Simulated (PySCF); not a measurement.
C2H9ClOSi3 (SMILES CC(=O)[Si]([SiH3])([SiH3])Cl)

```tsv
atom	x (Å)	y (Å)	z (Å)
C	2.4747	-0.3695	0.4454
C	1.2824	-0.1737	-0.4462
O	1.3698	-0.1537	-1.6565
Si	-0.4738	0.0604	0.3244
Si	-1.7110	-1.8125	-0.3340
Si	-1.1240	2.2388	-0.2288
Cl	-0.1912	-0.0341	2.3835
H	2.3130	-1.2491	1.0656
H	3.3862	-0.4867	-0.1364
H	2.5647	0.4867	1.1113
H	-1.8862	-1.8089	-1.7851
H	-3.0432	-1.7826	0.2782
H	-1.0968	-3.0904	0.0437
H	-2.4139	2.5569	0.3921
H	-0.1747	3.2688	0.2079
H	-1.2836	2.3585	-1.6767
```

Geometry: GFN2-xTB.

The calculation used PBE0/pcSseg-1, SCF density, gas phase, non-relativistic (PySCF 2.14.0).

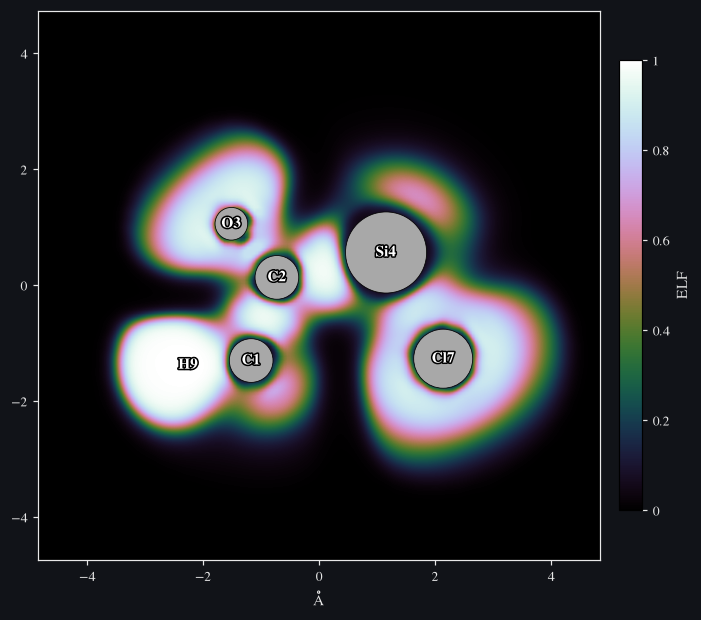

Figure 1. ELF on the plane of atoms C1, C2 and Si4. Grey discs cover the atomic cores.

Interpret the plot.

Answer. Atoms in the plane: C, O, Si, Cl and H.
C–O (1.21 Å): the ELF peaks at about 0.85 between the atoms: a short, multiple covalent bond.
C–C (1.50 Å): the ELF peaks at about 0.95 between the atoms (a shared electron pair).
C–Si (1.93 Å): the ELF peaks at about 1 between the atoms, as expected for a shared electron pair.
Si–Cl (2.08 Å): the ELF peaks at about 0.90 between the atoms (a shared but strongly polarised pair).
C–H (1.09 Å): the ELF climbs to about 1 towards the hydrogen, as it does in any bond to H (a covalent bond by its length).
The ELF also peaks beside Cl7 and O3, away from the bonds: lone-pair regions.

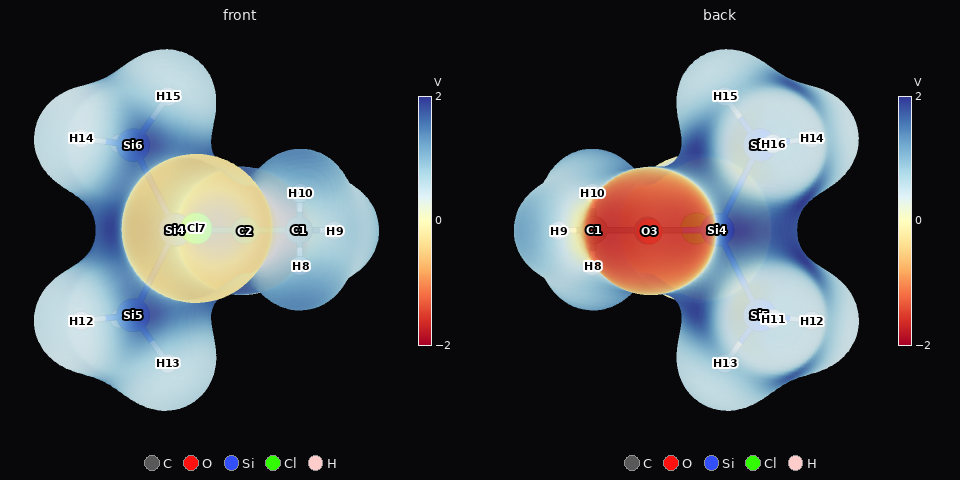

Figure 2. The molecular electrostatic potential painted on the density surface at 0.004 e/bohr³, seen from the front and from behind; the colour scale runs from red (negative) to blue (positive).

Where is the surface potential most negative and most positive?

Answer. The most negative region (about −1.6 V) lies over O3, the most positive (about +1.9 V) over Si4, Si5 and Si6. O3 is the likeliest acceptor of a hydrogen bond.

What dipole moment does the calculation give?

Answer. Its dipole moment is 0.76 D.
